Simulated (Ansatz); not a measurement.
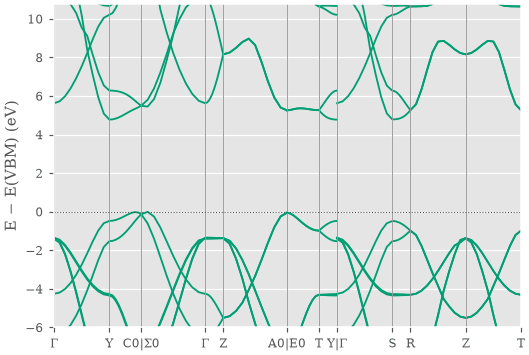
Band structure from r²SCAN+D4 (plane waves, PAW; program Ansatz)

The gap is 4.78 eV; an edge lies off the plotted path or next to a special point (maximum off the standard path, minimum at Y).

The material is BN in space group P6_3/mmc (No. 194; B on 2d, N on 2c).

The cell was relaxed with r²SCAN+D4 under the symmetry of its start.

Potentials: the earlier of the program's two PAW sets.
